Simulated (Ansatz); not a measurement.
**BNH4 (SMILES BN) at RPA@PBE/STO-3G**

Aim: the electronic atomisation energy of BNH4 at RPA@PBE/STO-3G, from 4 runs. 

Program for the calculation: Ansatz 0.2.0.

47 further runs of the same task are left out: 47 set aside as unsound or not needed.

## (1) The system as given

BNH4 has 6 atoms, charge 0, and is taken as a singlet. SMILES: `BN`. The coordinates come from a PBE0-D4/def2-TZVP relaxation.

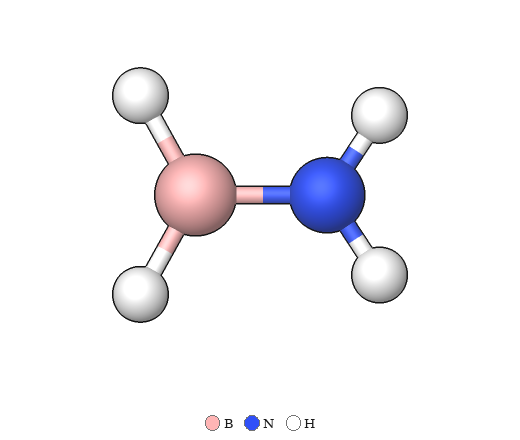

The structure, seen from a chosen angle (boron pink, nitrogen blue, hydrogen white).

## (2) A single-point energy at RPA@PBE/STO-3G

input.yaml reads:

```yaml
crystal:
  periodic: [false, false, false]
  atoms:
    - {symbol: B, position_ang: [-0.128200, -0.679600, -0.025600]}
    - {symbol: N, position_ang: [0.146100, 0.677400, 0.010800]}
    - {symbol: H, position_ang: [0.225800, -1.368000, 0.887500]}
    - {symbol: H, position_ang: [-0.712000, -1.128700, -0.969200]}
    - {symbol: H, position_ang: [-0.121600, 1.313700, -0.720800]}
    - {symbol: H, position_ang: [0.632000, 1.121400, 0.771300]}
basis:
  gaussian: {orbitals: STO-3G}
hamiltonian: {xc: pbe}
correlation: {method: rpa, frozen_orbitals: {B: 1, H: 0, "N": 1}}
accuracy: high
```

Run with:

```
ansatz run input.yaml --threads 1 --pin off --max-ram 2610MiB --events-out events.jsonl --progress --plain --runs-dir runs
```

The log of the run:

```text
Warning: RAYON_NUM_THREADS=1 ignored (pool sized by the plan → 1); use --threads N
Functional definition: PBE
  name "PBE"
  parameter kappa = 0.804
  parameter beta = 0.06672455060314922
  exchange = pbe_x(kappa = kappa, mu = beta*pi^2/3)
  correlation = pbe_c(beta = beta)
230 factors; integrals over basis functions are off by at most 7.8e-9 eV
mean field evaluation 1: about -2200.3705 eV, gradient 8.9e0 eV
mean field evaluation 2: about -2200.3089 eV, gradient 8.8e0 eV
mean field evaluation 4: about -2200.5194 eV, gradient 2.9e0 eV
mean field evaluation 8: about -2200.5508 eV, gradient 3.4e-3 eV
mean field -2200.55081393 eV, -80.8687508250 hartree, gradient 3.2e-8 eV, S^2 0.000000; 0 other end points of the search recorded, 0 dependent functions left out
2 core orbitals not correlated: weight in the atoms' cores, before any rotation towards them, 1.000 or more for the frozen orbitals, at most 0.000 for the correlated occupied ones
reference -2189.30681742 eV, -80.4555415748 hartree; 6, 6 occupied and 6, 6 virtual orbitals, 230 factors
Total energy: -2194.58950302 eV, -80.6496766897 hartree
```

Wall time 1.2 s (1 thread of Arm Neoverse V1, shared host); peak memory 0.091 GiB.

## (3) The B atom at the same level

in.yaml reads:

```yaml
crystal:
  periodic: [false, false, false]
  atoms:
    - {symbol: B, position_ang: [0.000000, 0.000000, 0.000000]}
basis:
  gaussian: {orbitals: STO-3G}
magnetization: {spin_polarized: true, initial_magnetization: 1}
hamiltonian: {xc: pbe}
correlation: {method: rpa, frozen_orbitals: {B: 1}}
accuracy: high
```

Run the same way, it converges to -24.22643 Eh (log not shown).

## (4) The H atom

in.yaml reads:

```yaml
crystal:
  periodic: [false, false, false]
  atoms:
    - {symbol: H, position_ang: [0.000000, 0.000000, 0.000000]}
basis:
  gaussian:
    orbitals: STO-3G
magnetization:
  spin_polarized: true
  initial_magnetization: 1
hamiltonian:
  xc: pbe
correlation:
  method: rpa
  frozen_orbitals: {H: 0}
accuracy: high
```

Run with:

```
ansatz run in.yaml --threads 1 --pin off --max-ram 2610MiB --events-out events.jsonl --progress --plain --runs-dir runs
```

The log of the run:

```text
Warning: RAYON_NUM_THREADS=1 ignored (pool sized by the plan → 1); use --threads N
[... 6 set-up lines as earlier in the session ...]
1 factors; integrals over basis functions are off by at most 4.6e-10 eV
mean field evaluation 1: about -12.6363 eV, gradient 0.0e0 eV
mean field evaluation 2: about -12.6363 eV, gradient 0.0e0 eV
mean field -12.63630448 eV, -0.4643756244 hartree, gradient 0.0e0 eV, S^2 0.750000; 0 other end points of the search recorded, 0 dependent functions left out
reference -12.69633895 eV, -0.4665818504 hartree; 1, 0 occupied and 0, 1 virtual orbitals, 1 factors
Total energy: -12.69633895 eV, -0.4665818504 hartree
```

Wall time 0.08 s (1 thread of Arm Neoverse V1, shared host).

## (5) The N atom, same level

in.yaml reads:

```yaml
crystal:
  periodic: [false, false, false]
  atoms:
    - {symbol: "N", position_ang: [0.000000, 0.000000, 0.000000]}
basis:
  gaussian: {orbitals: STO-3G}
accuracy: high
hamiltonian: {xc: pbe}
correlation: {method: rpa, frozen_orbitals: {"N": 1}}
total_charge: 0
magnetization: {spin_polarized: true, initial_magnetization: 3}
```

Run the same way, it converges to -53.74680 Eh (log not shown).

## (6) Outcome

At RPA@PBE/STO-3G, 2 core orbitals frozen:

```
                                  quantity         value
                    molecule: total energy  -80.64968 Eh
molecule: RPA correlation energy (valence)    -194.1 mEh
                      B atom: total energy  -24.22643 Eh
  B atom: RPA correlation energy (valence)     -77.4 mEh
 B atom: ⟨S²⟩ of the reference determinant         0.750
                      H atom: total energy   -0.46658 Eh
            H atom: RPA correlation energy       0.0 mEh
 H atom: ⟨S²⟩ of the reference determinant         0.750
                      N atom: total energy  -53.74680 Eh
  N atom: RPA correlation energy (valence)     -27.8 mEh
 N atom: ⟨S²⟩ of the reference determinant         3.750
             electronic atomisation energy     22.045 eV
```

What this shows: Taking the molecule apart into free atoms costs 22.04 eV (508 kcal/mol), before zero-point energy and without spin-orbit coupling. In a minimal basis such a difference can be off by several eV, whatever the method.
